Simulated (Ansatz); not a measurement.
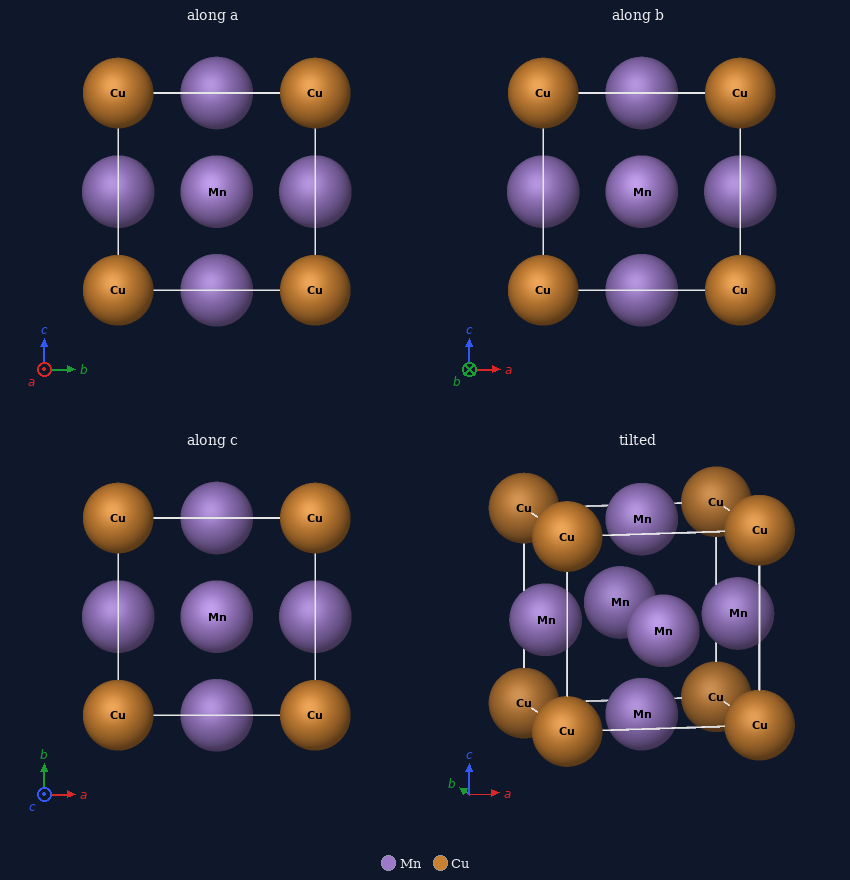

The figure gives a spheres-only picture of the atoms, viewed along the a axis, along the b axis, along the c axis and slightly off an axis. The conventional unit cell is drawn as a box.

Lattice parameters: a = 3.5343 Å, b = 3.5343 Å, c = 3.5343 Å, α = 90.000°, β = 90.000°, γ = 90.000°.

### Set out the cell and atoms as a CIF with its space group and independent sites.

```cif
data_structure
_symmetry_space_group_name_H-M 'P m -3 m'
_symmetry_Int_Tables_number 221
_cell_length_a 3.5343
_cell_length_b 3.5343
_cell_length_c 3.5343
_cell_angle_alpha 90.000
_cell_angle_beta 90.000
_cell_angle_gamma 90.000
_cell_volume 44.15
loop_
_atom_site_label
_atom_site_type_symbol
_atom_site_symmetry_multiplicity
_atom_site_Wyckoff_symbol
_atom_site_fract_x
_atom_site_fract_y
_atom_site_fract_z
_atom_site_occupancy
Mn1 Mn 3 c 0.0000 0.5000 0.5000 1
Cu1 Cu 1 a 0.0000 0.0000 0.0000 1
```

Its origin is a structure type filled with these elements by a generator (whether the compound takes this form wasn't checked). Earlier steps of the study may have refined or changed the cell and positions. A calculation with Ansatz used it as input.

At this level of theory the cell isn't at rest (stretched, at -9 GPa), so its distances can differ from those at equilibrium, the more so the softer the solid.
